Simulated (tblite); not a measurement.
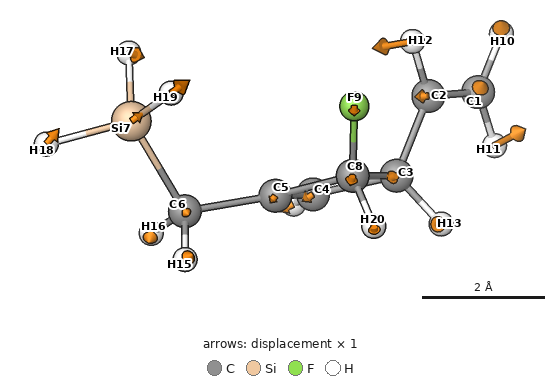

This is a relaxation of C₇H₁₁FSi. The starting structure is drawn; orange arrows show the displacements, at their true length. The two geometries are superimposed by the best rigid fit.

Style: ball-and-stick. Shown at a tilt.

Theory: GFN2-xTB geometry optimisation, gas phase (tblite). 

Which element moves most?

Hydrogen: up to 0.90 Å, against 0.40 Å for carbon.

Describe the change and its energy.

Over 119 geometry steps the energy falls by 8.43 kcal/mol. The atom that moves furthest after the best rigid fit is an H atom (0.90 Å). By element the largest moves are H 0.90 Å, C 0.40 Å, Si 0.25 Å, F 0.20 Å. Near-neighbour distances that change, for instance: C–C 1.573 → 1.470 Å, C–Si 1.864 → 1.920 Å, H–Si 1.496 → 1.459 Å, C–C 1.347 → 1.320 Å. Bond angles that change, for instance: C–C–Si 115.1° → 110.5°, C–C–H 118.9° → 114.9°, C–C–C 132.9° → 136.7°. Groups turn about C–C by about 35°.
